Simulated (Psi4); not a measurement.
**AlBr2F (SMILES [F][Al]([Br])[Br]), step by step**

We compute a series of 8 runs (PBE-D4/def2-SVP, PBE0-D4/def2-TZVP, PBE-D4/def2-TZVPP, r2SCAN-D4/def2-TZVPP, B3LYP-D4/def2-TZVPP, PBE0-D4/def2-TZVPP, wB97M-V/def2-TZVPP) of AlBr2F. The job is set up through a Python script.

The results are computed with Psi4 1.11.

2 further runs of the same task are left out: 2 for a known fault of the program.

### 1 The structure to begin with

The species is AlBr2F (4 atoms), meant as a singlet with charge 0. As SMILES, `[F][Al]([Br])[Br]`. Geometry: a GFN2-xTB, rattled relaxation, a rough one for these elements and not checked as a minimum. The run starts from this shape.

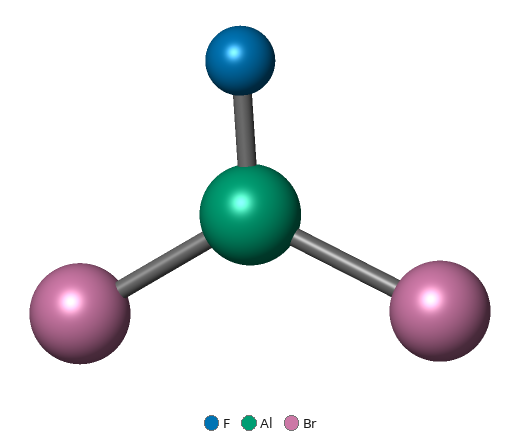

The structure, seen from a chosen angle (fluorine blue, aluminium teal, bromine pink).

### 2 A structure relaxation at PBE-D4/def2-SVP (density fitting) (run 1)

File run.py:

```python
import psi4

psi4.set_memory(3300000000)
psi4.set_num_threads(2)
psi4.set_output_file('psi4.out', False)

m = psi4.geometry("""
0 1
F      0.024865     0.587032     1.630702
Al     0.007923     0.024071     0.088346
Br     1.363150    -1.606398    -0.409288
Br    -1.451159     0.930648    -1.382505
symmetry c1
""")

psi4.set_options({
    'basis': 'def2-SVP',
    'scf_type': 'df',
    'geom_maxiter': 60,
    'max_force_g_convergence': 0.0005,
})

result = psi4.optimize("pbe-d4")
print(f'total energy {result:.8f} hartree = {result * 27.211386:.5f} eV')
m.save_xyz_file('final.xyz', False)
for k, v in sorted(psi4.core.scalar_variables().items()):
    print(f'{k:45s} {v:18.10f}')
```

The run is started by

```console
$ python run.py
```

psi4.out:

```text
[...]
  Running in c1 symmetry.
[...]
  Nuclear repulsion =  520.669675454303047
[...]
  Multiplicity = 1
[...]
  Nalpha       = 46
  Nbeta        = 46
[...]
    Number of basis functions: 96
[...]
   @DF-RKS iter   1: -5488.25542456115090   -2.22606e+00   2.17981e-02 DIIS/ADIIS
[...]
   @DF-RKS iter   7: -5489.01229347520893   -2.72848e-12   3.95785e-09 DIIS
[...]
    Orbital Energies [Eh]
    ---------------------
    Doubly Occupied:
       1A   -480.953298     2A   -480.953285     3A    -61.794303
       4A    -61.794289     5A    -55.723836     6A    -55.723822
       7A    -55.721999     8A    -55.721982     9A    -55.721641
      10A    -55.721627    11A    -55.465706    12A    -24.245534
      13A     -8.419309    14A     -8.419294    15A     -6.296475
      16A     -6.296461    17A     -6.289841    18A     -6.289825
      19A     -6.288697    20A     -6.288682    21A     -4.015305
      22A     -2.624641    23A     -2.619621    24A     -2.618917
      25A     -2.499144    26A     -2.499121    27A     -2.497544
      28A     -2.497529    29A     -2.496733    30A     -2.496718
      31A     -2.491683    32A     -2.491667    33A     -2.491650
      34A     -2.491635    35A     -1.033858    36A     -0.723977
[...]
  @DF-RKS Final Energy: -5489.01229347520893
   => Energetics <=
    Nuclear Repulsion Energy =            516.1947905781605641
    One-Electron Energy =               -8670.0101820738909737
    Two-Electron Energy =                2875.6575799989564075
    DFT Exchange-Correlation Energy =    -210.8500757570985797
    Empirical Dispersion Energy =          -0.0044062213363613
    VV10 Nonlocal Energy =                  0.0000000000000000
    Total Energy =                      -5489.0122934752089350
[...]
 Multipole Moments:
 ------------------------------------------------------------------------------------
     Multipole            Electronic (a.u.)      Nuclear  (a.u.)        Total (a.u.)
 ------------------------------------------------------------------------------------
 L = 1.  Multiply by 2.5417464519 to convert [e a0] to [Debye]
 Dipole X            :         -0.0556434            0.0526594           -0.0029840
 Dipole Y            :         -1.4731202            1.3818255           -0.0912947
 Dipole Z            :         -3.8701526            3.6280463           -0.2421063
 Magnitude           :                                                    0.2587645
[...]
  -Total Gradient:
     Atom            X                  Y                   Z
    ------   -----------------  -----------------  -----------------
       1       -0.000010551124     0.000015777108     0.000057095754
       2       -0.000011184029    -0.000050778193    -0.000291951383
       3        0.000033344969    -0.000013757219     0.000092510393
       4       -0.000009796743     0.000036823167     0.000107155093
[...]
    Final optimized geometry and variables:
    Molecular point group: c1
    Full point group: C1
    Geometry (in Angstrom), charge = 0, multiplicity = 1:
    F            0.031470473108     0.836103463964     2.196492480204
    AL           0.009473364183     0.242870977763     0.636966476419
    BR           1.405245331882    -1.421473502995     0.093299878354
    BR          -1.416060241351     1.137158551352    -0.839846080420
[...]
```

The script printed:

```text
Optimizer: Optimization complete!
total energy -5489.01229348 hartree = -149363.63228 eV
CURRENT ENERGY                                  -5489.0122934752
CURRENT REFERENCE ENERGY                        -5489.0122934752
DD SOLVATION ENERGY                                 0.0000000000
DFT FUNCTIONAL TOTAL ENERGY                     -5489.0078872539
DFT TOTAL ENERGY                                -5489.0122934752
DFT VV10 ENERGY                                     0.0000000000
DFT XC ENERGY                                    -210.8500757571
DISPERSION CORRECTION ENERGY                       -0.0044062213
GRID ELECTRONS ALPHA                               46.0000053820
GRID ELECTRONS BETA                                46.0000053820
GRID ELECTRONS TOTAL                               92.0000107640
NUCLEAR REPULSION ENERGY                          516.1947905782
ONE-ELECTRON ENERGY                             -8670.0101820739
OPTIMIZATION ITERATIONS                             7.0000000000
PBE-D4(BJ,EEQ)ATM DISPERSION CORRECTION ENERGY      -0.0044062213
PCM POLARIZATION ENERGY                             0.0000000000
PE ENERGY                                           0.0000000000
SCF ITERATION ENERGY                            -5489.0122934752
SCF ITERATIONS                                      7.0000000000
SCF TOTAL ENERGY                                -5489.0122934752
TWO-ELECTRON ENERGY                              2875.6575799990
XC GRID RADIAL POINTS                              75.0000000000
XC GRID SPHERICAL POINTS                          302.0000000000
XC GRID TOTAL POINTS                            85822.0000000000
```

Run time: 1.9 min. Hardware: 2 threads of Intel Xeon at 2.50GHz (Skylake/Cascade Lake), shared host; peak memory 0.51 GiB.

The path in brief:

| step | energy from the first frame kept (eV) | largest force (eV/Å) |
| --- | --- | --- |
| 0 | 0.0000 | 1.1620 |
| 1 | -0.0381 | 0.2866 |
| 2 | 0.0716 | 1.2546 |
| 3 | -0.0135 | 0.5077 |
| 4 | -0.0458 | 0.0623 |
| 5 | -0.0462 | 0.0205 |
| 6 | -0.0462 | 0.0152 |

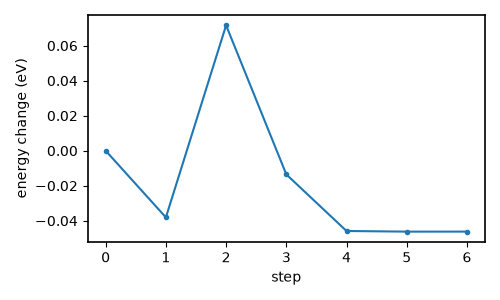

Energy along the run.

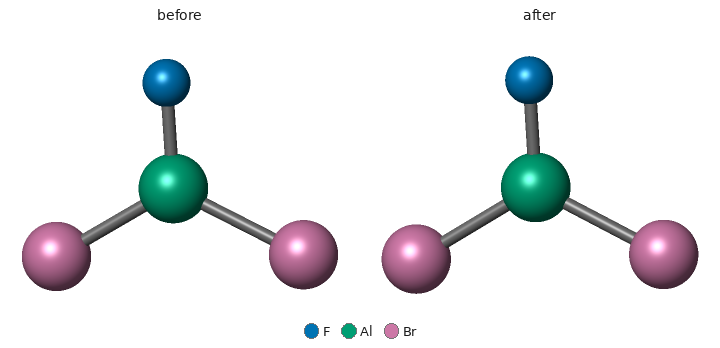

Before and after, at one scale.

After the run. Bond lengths: F1–Al2 1.669 Å, Al2–Br3 2.239 Å, Al2–Br4 2.239 Å. Angles: F1–Al2–Br3 118.9°, F1–Al2–Br4 118.9°, Br3–Al2–Br4 122.3°.

### 3 A structure relaxation at PBE0-D4/def2-TZVP (density fitting) (run 2)

File calc.py:

```python
import psi4

psi4.set_memory('3300 MB')
psi4.set_num_threads(2)
psi4.core.set_output_file('psi4.out', False)

m = psi4.geometry("""
F      0.000760     0.632357     1.666404
Al    -0.021237     0.039124     0.106878
Br     1.374535    -1.625220    -0.436789
Br    -1.446771     0.933412    -1.369935
units angstrom
symmetry c1
""")

psi4.set_options({
    'reference': 'rks',
    'scf_type': 'df',
    'geom_maxiter': 50,
    'max_force_g_convergence': 0.0002,
})

e = psi4.optimize('pbe0-d4/def2-TZVP', molecule=m)
print('E =', round(e, 9))
m.save_xyz_file('final.xyz', False)
for k, v in sorted(psi4.core.scalar_variables().items()):
    print(f'{k:45s} {v:18.10f}')
```

The run is started by

```console
$ python calc.py
```

psi4.out, shortened:

```text
[...]
  Running in c1 symmetry.
[...]
  Nuclear repulsion =  516.194739754314469
[...]
  Multiplicity = 1
[...]
  Nalpha       = 46
  Nbeta        = 46
[...]
    Number of basis functions: 164
[...]
   @DF-RKS iter   1: -5489.32777980866740   -2.61614e+00   1.33312e-02 DIIS/ADIIS
[...]
   @DF-RKS iter   7: -5490.05374344244865   -2.72848e-12   2.46592e-09 DIIS
[...]
  @DF-RKS Final Energy: -5490.05374344244865
   => Energetics <=
    Nuclear Repulsion Energy =            521.2860901299468424
    One-Electron Energy =               -8682.0244415783236036
    Two-Electron Energy =                2829.9506501931264211
    DFT Exchange-Correlation Energy =    -159.2621908523907166
    Empirical Dispersion Energy =          -0.0038513348074960
    VV10 Nonlocal Energy =                  0.0000000000000000
    Total Energy =                      -5490.0537434424486491
[...]
 Multipole Moments:
 ------------------------------------------------------------------------------------
     Multipole            Electronic (a.u.)      Nuclear  (a.u.)        Total (a.u.)
 ------------------------------------------------------------------------------------
 L = 1.  Multiply by 2.5417464519 to convert [e a0] to [Debye]
 Dipole X            :         -0.0555077            0.0521210           -0.0033867
 Dipole Y            :         -1.4589238            1.3696863           -0.0892375
 Dipole Z            :         -3.8317812            3.5974169           -0.2343643
 Magnitude           :                                                    0.2508016
[...]
  -Total Gradient:
     Atom            X                  Y                   Z
    ------   -----------------  -----------------  -----------------
       1       -0.000000997130    -0.000021242038    -0.000056151353
       2        0.000000327266    -0.000001333235    -0.000002870832
       3        0.000012672817     0.000003542015     0.000042286405
       4       -0.000011740854     0.000025714380     0.000034292666
[...]
    Final optimized geometry and variables:
    Molecular point group: c1
    Full point group: C1
    Geometry (in Angstrom), charge = 0, multiplicity = 1:
    F            0.031372318617     0.824524740152     2.165572341611
    AL           0.009252304971     0.243089165667     0.638464168860
    BR           1.392523875697    -1.408509313375     0.092606498690
    BR          -1.403239577599     1.126907168721    -0.832221191183
[...]
```

The script printed:

```text
Some dependencies such as QCElemental have not yet finished migration to pydantic v2. If issues are encountered please downgrade pydantic or upgrade QCElemental as appropriate
	Energy has increased in a minimization.
	Energy ratio indicates iffy step.
	Intrafrag trust radius decreased to   0.25.
	Previous geometry is closer to target in internal coordinates, so using that one.

	Best geometry has RMS(Delta(q)) = 6.55e-09

Optimizer: Optimization complete!
E = -5490.053743442
CURRENT ENERGY                                  -5490.0537434424
CURRENT REFERENCE ENERGY                        -5490.0537434424
DD SOLVATION ENERGY                                 0.0000000000
DFT FUNCTIONAL TOTAL ENERGY                     -5490.0498921076
DFT TOTAL ENERGY                                -5490.0537434424
DFT VV10 ENERGY                                     0.0000000000
DFT XC ENERGY                                    -159.2621908524
DISPERSION CORRECTION ENERGY                       -0.0038513348
GRID ELECTRONS ALPHA                               45.9999966871
GRID ELECTRONS BETA                                45.9999966871
GRID ELECTRONS TOTAL                               91.9999933742
NUCLEAR REPULSION ENERGY                          521.2860901299
ONE-ELECTRON ENERGY                             -8682.0244415783
OPTIMIZATION ITERATIONS                             6.0000000000
PBE0-D4(BJ,EEQ)ATM DISPERSION CORRECTION ENERGY      -0.0038513348
PCM POLARIZATION ENERGY                             0.0000000000
PE ENERGY                                           0.0000000000
SCF ITERATION ENERGY                            -5490.0537434424
SCF ITERATIONS                                      7.0000000000
SCF TOTAL ENERGY                                -5490.0537434424
TWO-ELECTRON ENERGY                              2829.9506501931
XC GRID RADIAL POINTS                              75.0000000000
XC GRID SPHERICAL POINTS                          302.0000000000
XC GRID TOTAL POINTS                            85878.0000000000
```

Wall time 2.4 min (2 threads of Intel Xeon at 2.50GHz (Skylake/Cascade Lake), shared host); peak memory 0.79 GiB.

Step by step:

| step | energy from the first frame kept (eV) | largest force (eV/Å) |
| --- | --- | --- |
| 0 | 0.0000 | 0.9856 |
| 1 | -0.0209 | 0.2722 |
| 2 | -0.0127 | 0.2518 |
| 3 | -0.0197 | 0.3539 |
| 4 | -0.0222 | 0.0253 |
| 5 | -0.0222 | 0.0031 |

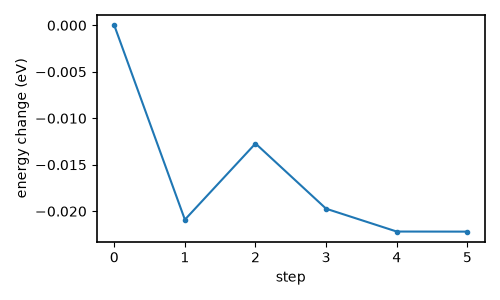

Energy along the run.

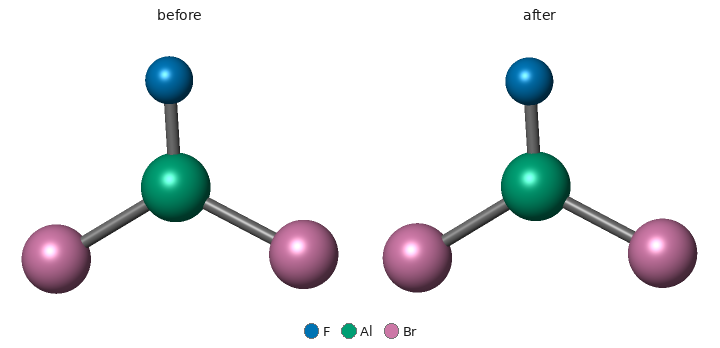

Before and after, at one scale.

After the run. Bond lengths: F1–Al2 1.634 Å, Al2–Br3 2.222 Å, Al2–Br4 2.222 Å. Angles: F1–Al2–Br3 119.0°, F1–Al2–Br4 119.0°, Br3–Al2–Br4 121.9°.

Runs 3 to 7 aren't shown in full; the table further down has their settings and results.

### 4 A single-point energy at wB97M-V/def2-TZVPP (density fitting) (run 8)

File calc.py:

```python
import psi4

psi4.set_memory('3300 MB')
psi4.set_num_threads(2)
psi4.core.set_output_file('run.log', False)

mol = psi4.geometry("""
0 1
F      0.000662     0.620778     1.635484
Al    -0.021458     0.039343     0.108375
Br     1.361813    -1.612256    -0.437482
Br    -1.433950     0.923161    -1.362310
symmetry c1
""")

psi4.set_options({
    'reference': 'rks',
    'scf_type': 'df',
    'dft_radial_points': 99,
    'dft_spherical_points': 590,
    'dft_vv10_postscf': True,
})

energy_value = psi4.energy('wb97m-v/def2-TZVPP')
print(f'wb97m-v/def2-TZVPP energy: {energy_value:.10f} Eh')
```

The run is started by

```console
$ python calc.py
```

run.log:

```text
[...]
  Running in c1 symmetry.
[...]
  Nuclear repulsion =  521.286082531787315
[...]
  Multiplicity = 1
[...]
  Nalpha       = 46
  Nbeta        = 46
[...]
    Number of basis functions: 169
[...]
   @DF-RKS iter   1: -5490.27020564563463   -2.84095e+00   1.23292e-02 DIIS/ADIIS
[...]
   @DF-RKS iter   8: -5490.91966407181735   -1.77156e-07   5.60326e-07 DIIS
[...]
    Orbital Energies [Eh]
    ---------------------
    Doubly Occupied:
       1A   -483.519597     2A   -483.519596     3A    -62.825500
       4A    -62.825497     5A    -56.511385     6A    -56.511380
       7A    -56.510166     8A    -56.510165     9A    -56.509887
      10A    -56.509884    11A    -56.391560    12A    -24.893214
      13A     -8.908806    14A     -8.908803    15A     -6.690874
      16A     -6.690874    17A     -6.686301    18A     -6.686301
      19A     -6.685347    20A     -6.685347    21A     -4.372270
      22A     -2.889256    23A     -2.884412    24A     -2.883648
      25A     -2.772711    26A     -2.772705    27A     -2.771409
      28A     -2.771397    29A     -2.770657    30A     -2.770648
      31A     -2.766996    32A     -2.766992    33A     -2.766972
      34A     -2.766968    35A     -1.307055    36A     -0.915904
[...]
  @DF-RKS Final Energy: -5490.53564533635654
   => Energetics <=
    Nuclear Repulsion Energy =            521.2860825317873150
    One-Electron Energy =               -8681.8693115962087177
    Two-Electron Energy =                2837.7939497357142500
    DFT Exchange-Correlation Energy =    -168.1308189868056502
    Empirical Dispersion Energy =           0.0000000000000000
    VV10 Nonlocal Energy =                  0.3844529791564041
    Total Energy =                      -5490.5356453363556284
[...]
 Multipole Moments:
 ------------------------------------------------------------------------------------
     Multipole            Electronic (a.u.)      Nuclear  (a.u.)        Total (a.u.)
 ------------------------------------------------------------------------------------
 L = 1.  Multiply by 2.5417464519 to convert [e a0] to [Debye]
 Dipole X            :         -0.0550937            0.0521218           -0.0029719
 Dipole Y            :         -1.4480290            1.3696864           -0.0783425
 Dipole Z            :         -3.8031690            3.5974163           -0.2057527
 Magnitude           :                                                    0.2201830
[...]
```

On the terminal:

```text
wb97m-v/def2-TZVPP energy: -5490.5356453364 Eh
```

Wall time 52 s (2 threads of Intel Xeon at 2.50GHz (Skylake/Cascade Lake), shared host); peak memory 2.5 GiB.

### 5 Overview of the runs

| run | level | geom maxiter | max force g convergence | energy (Eh) | dipole moment (D) | HOMO energy (eV) | LUMO energy (eV) | wall time |
| --- | --- | --- | --- | --- | --- | --- | --- | --- |
| 1 | PBE-D4/def2-SVP (density fitting) | 60 | 0.0005 | -5489.012293 | 0.66 | -7.46 | -2.29 | 1.9 min |
| 2 | PBE0-D4/def2-TZVP (density fitting) | 50 | 0.0002 | -5490.053743 | 0.64 | -8.91 | -1.49 | 2.4 min |
| 3 | PBE0-D4/def2-TZVP (density fitting) | – | – | -5490.053743 | 0.64 | – | – | 9.7 min |
| 4 | PBE-D4/def2-TZVPP (density fitting) | – | – | -5489.852132 | 0.63 | -7.60 | -2.33 | 33 s |
| 5 | r2SCAN-D4/def2-TZVPP (density fitting) | – | – | -5490.762938 | 0.57 | -7.95 | -1.91 | 56 s |
| 6 | B3LYP-D4/def2-TZVPP (density fitting) | – | – | -5490.937733 | 0.63 | -8.62 | -1.77 | 27 s |
| 7 | PBE0-D4/def2-TZVPP (density fitting) | – | – | -5490.053998 | 0.63 | -8.91 | -1.49 | 27 s |
| 8 | wB97M-V/def2-TZVPP (density fitting) | – | – | -5490.535645 | 0.56 | -11.16 | 0.20 | 52 s |

### 6 Outcome

```
                                quantity           value
 run 8, wB97M-V/def2-TZVPP: total energy  -5490.53565 Eh
run 8, wB97M-V/def2-TZVPP: dipole moment          0.56 D
  run 8, wB97M-V/def2-TZVPP: HOMO energy       -11.16 eV
  run 8, wB97M-V/def2-TZVPP: LUMO energy         0.20 eV
run 8, wB97M-V/def2-TZVPP: HOMO–LUMO gap        11.36 eV
```

What this shows: Over runs 3, 4, 5, 6, 7, 8 the dipole moment (its size) runs from 0.56 D (wB97M-V/def2-TZVPP) to 0.64 D (PBE0-D4/def2-TZVP). The two ends differ in method and basis. Over runs 4, 5, 6, 7, 8 the HOMO–LUMO gap runs from 5.27 eV (PBE-D4/def2-TZVPP) to 11.36 eV (wB97M-V/def2-TZVPP). Totals of different functionals can't be ranked against each other. All runs together took 17 min, the longest 9.7 min.
